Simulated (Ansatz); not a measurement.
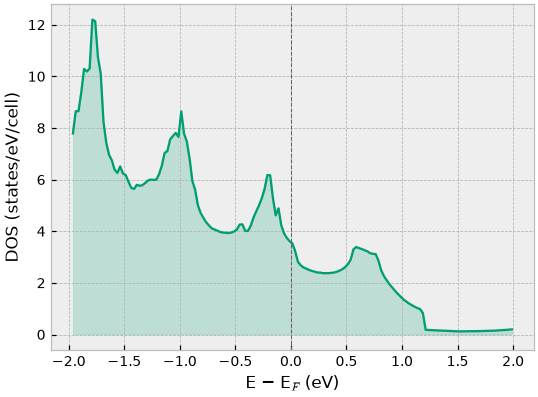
Fig. 1. Density of states of HfRh3 (Pm-3m) near the Fermi level, Ansatz (an electronic-structure program) with PBEsol, rigid bands.

Question: With 4 atoms a cell, what bare Sommerfeld coefficient γ = (π²/3) k_B² N(E_F) follows?

Answer: N(E_F) ≈ 3.5 states/eV a cell at 300 K, so γ ≈ 2.1 mJ/(mol of atoms·K²), before many-body enhancement (phonons, spin fluctuations, correlation).

Question: How far does the Fermi level move in a rigid band for 0.1 electron a cell added or removed?

Answer: 29 meV and -28 meV.

A metal at this level (no band gap); rigid bands, thermally averaged at 300 K, both spins. Spin-orbit coupling is left out, which matters with elements this heavy. Geometry: cell and atoms relaxed with PBEsol.

Formula and space group known from diffraction (Crystallography Open Database), not checked to be the room-temperature form: HfRh3 (Pm-3m).
